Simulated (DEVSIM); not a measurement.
Device: TaN/Al2O3/SiO2/p-Si capacitor, at 300 K.

| layer (left to right) | material | thickness (nm) | Na (cm⁻³) |
|---|---|---|---|
| 1 | Al2O3 | 2.90 | - |
| 2 | SiO2 | 0.520 | - |
| 3 | Si | 5500 | 1.1e16 |

Metal gate on the left, work function 4.4 eV. Fixed charge at the semiconductor interface 0 cm⁻² (in units of +e); interface traps 2.8e10 cm⁻² eV⁻¹, uniform in energy, neutral level at 0.5 of the gap above the valence band.

The device is made up for the run: typed textbook-type constants, with dimensions and the other settings drawn at random. Values at 300 K.

```
parameter      Al2O3  SiO2       Si
-------------  -----  ----  -------
gap (eV)         6.8     9    1.124
affinity (eV)   1.35   0.9     4.05
permittivity       9   3.9     11.7
Nc (cm⁻³)          -     -  2.86e19
Nv (cm⁻³)          -     -   3.1e19
```

Simulated with DEVSIM: 1D Poisson equation in equilibrium, Boltzmann statistics, complete ionisation; no quantum confinement or tunnelling. Metal contacts follow the ideal Schottky-Mott rule: no Fermi-level pinning, no interface dipoles.

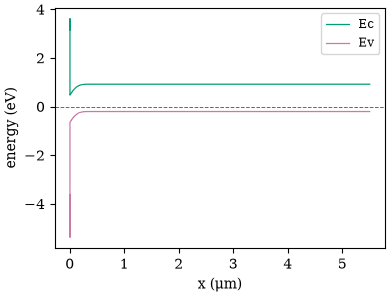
Band edges at -0.1 V on the gate

Energies count from the Fermi level of the right contact; mesh points crowd at the junctions.

| x (μm) | Ec (eV) | Ev (eV) | n (cm⁻³) | p (cm⁻³) | field (V/cm) |
|---|---|---|---|---|---|
| 0.000 | 3.150 | -3.650 | < 1e2 | < 1e2 | 50000 |
| 0.001029 | 3.155 | -3.645 | < 1e2 | < 1e2 | 50000 |
| 0.002146 | 3.161 | -3.639 | < 1e2 | < 1e2 | 50000 |
| 0.003076 | 3.617 | -5.383 | < 1e2 | < 1e2 | 110000 |
| 0.004002 | 0.473 | -0.651 | 3.3e11 | 3.5e8 | 38000 |
| 0.006190 | 0.481 | -0.643 | 2.4e11 | 4.9e8 | 37000 |
| 0.01112 | 0.499 | -0.625 | 1.2e11 | 9.9e8 | 37000 |
| 0.02848 | 0.560 | -0.564 | 1.1e10 | 1.0e10 | 34000 |
| 0.06139 | 0.662 | -0.462 | 2.2e8 | 5.3e11 | 28000 |
| 0.1356 | 0.823 | -0.301 | 430000 | 2.7e14 | 15000 |
| 0.3030 | 0.916 | -0.208 | 12000 | 1.0e16 | 600 |
| 0.8918 | 0.919 | -0.205 | 11000 | 1.1e16 | ≈ 0 |
| 2.009 | 0.919 | -0.205 | 11000 | 1.1e16 | ≈ 0 |
| 3.793 | 0.919 | -0.205 | 11000 | 1.1e16 | ≈ 0 |
| 4.926 | 0.919 | -0.205 | 11000 | 1.1e16 | ≈ 0 |
| 5.248 | 0.919 | -0.205 | 11000 | 1.1e16 | ≈ 0 |
| 5.391 | 0.919 | -0.205 | 11000 | 1.1e16 | ≈ 0 |
| 5.454 | 0.919 | -0.205 | 11000 | 1.1e16 | ≈ 0 |
| 5.487 | 0.919 | -0.205 | 11000 | 1.1e16 | ≈ 0 |
| 5.497 | 0.919 | -0.205 | 11000 | 1.1e16 | ≈ 0 |
| 5.501 | 0.919 | -0.205 | 11000 | 1.1e16 | ≈ 0 |
| 5.503 | 0.919 | -0.205 | 11000 | 1.1e16 | ≈ 0 |
